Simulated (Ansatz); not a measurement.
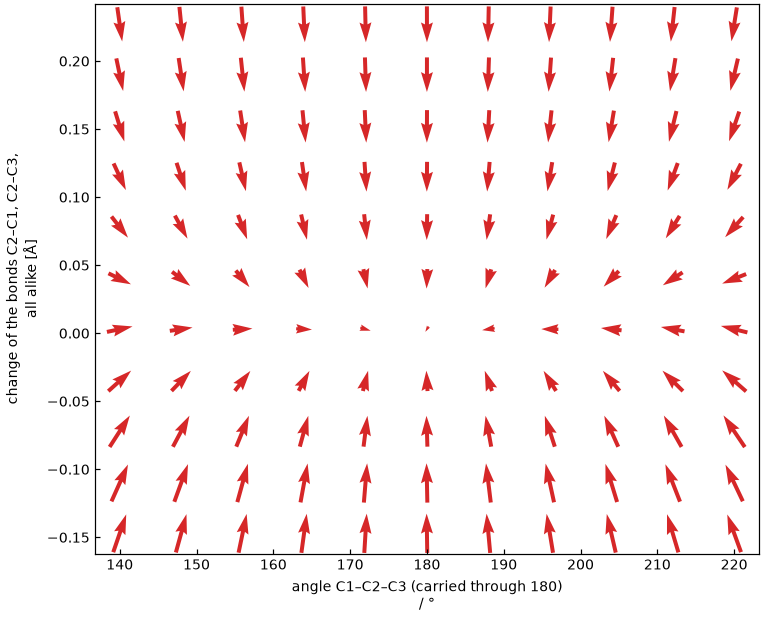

C4H8Si, SMILES C#CCC[SiH3]. Coordinates scanned: (1) angle C1–C2–C3 (carried through 180); (2) change of the bonds C2–C1, C2–C3, all alike. Nothing is relaxed (all other coordinates rigid). The grid has 11 × 11 points. Points are written as (first, second). The calculation used RKS B3LYP-D4/def2-SVP (Ansatz).

Drawn: arrows along the force (downhill), their lengths compressed.

> The arrows alone are given. Where is the energy lowest?

The arrows converge at about (179°, 0.000 Å) (read from the interpolated surface).

The energy map of the same scan:

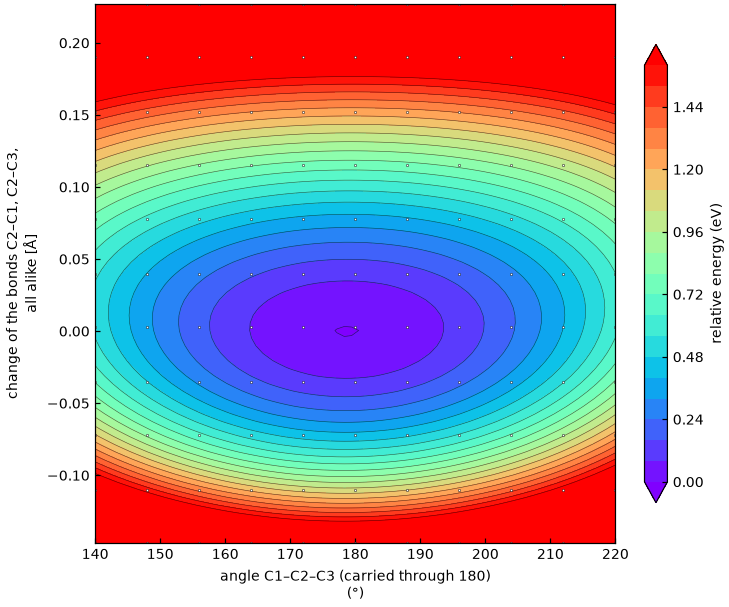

Energies are in eV, from the lowest grid point; between grid points the surface is interpolated.
